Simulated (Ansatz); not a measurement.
# Ti, response to strain

Consider Ti in the hcp (Mg type) structure (space group P6_3/mmc, No. 194; a = 2.9364 Å, c = 4.6402 Å; relaxed with 0.1 eV smearing). Axes: x lies along a and z along c of the hexagonal cell.

Strains are applied to the cell and any free atomic positions relax; under biaxial strain the out-of-plane vector relaxes too.

Method: r2SCAN/PAW in Ansatz (a quantum-chemistry and plane-wave program), no SOC.

Notes on the quantities. in-plane stress: mean in-plane stress (compression positive).

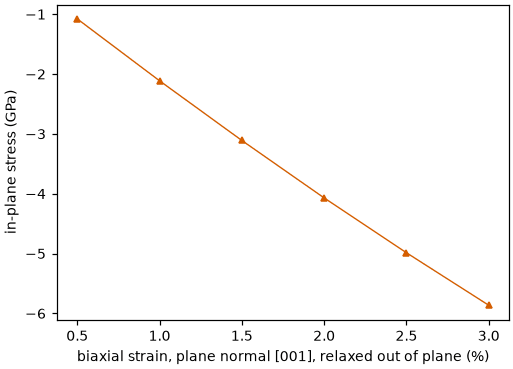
Figure. in-plane stress against biaxial strain, plane normal [001], relaxed out of plane

| biaxial strain, plane normal [001], relaxed out of plane (%) | in-plane stress |
|---|---|
| 0.5 | -1.1 GPa |
| 1 | -2.1 GPa |
| 1.5 | -3.1 GPa |
| 2 | -4.1 GPa |
| 2.5 | -5.0 GPa |
| 3 | -5.9 GPa |

No phonon test of stability was made. The final runs are not spin-polarised.
